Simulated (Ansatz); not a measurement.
Input file:

```
crystal:
  periodic: [false, false, false]
  atoms:
    - {symbol: N, position_ang: [-0.710587, 1.087626, 0.147927]}
    - {symbol: Sn, position_ang: [0.396999, -0.559454, -0.094331]}
    - {symbol: Cl, position_ang: [0.725155, -1.370441, 2.045555]}
    - {symbol: Cl, position_ang: [-0.960976, -2.010480, -1.275399]}
    - {symbol: H, position_ang: [-0.273610, 1.800360, 0.717764]}
    - {symbol: H, position_ang: [-1.026881, 1.503464, -0.718562]}
    - {symbol: H, position_ang: [1.911000, -0.518975, -0.868754]}
basis:
  gaussian: {orbitals: def2-TZVPP}
hamiltonian: {xc: pbe0, dispersion: d4}
output: {orbitals: {seedname: orbitals}}
```

Command:

```sh
ansatz run in.yaml --threads 4 --pin off --events-out ev --progress --plain --max-ram 10444MiB
```

Geometry: PBE0-D4/def2-TZVP; core potentials replace the inner electrons of Sn.

These are results of Ansatz 0.2.0, RKS PBE0-D4/def2-TZVPP, not measurements.

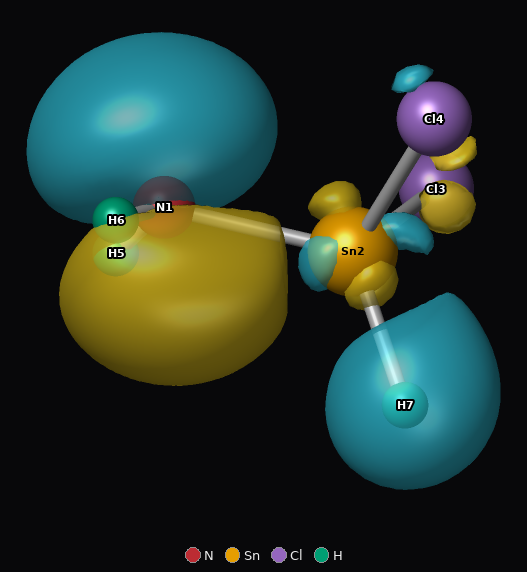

Cl2H3NSn (SMILES [NH2][SnH]([Cl])[Cl]). The HOMO at ±0.08 Å⁻³ᐟ² (yellow and cyan are the two phases), seen from one side.

Q: What is the character of this orbital?

A: Its weight (Hirshfeld) is mainly on N1 (about 70 %), Sn2 (about 10 %) and H7 (about 5 %); largely a lone pair of N1. Its energy is −8.11 eV.
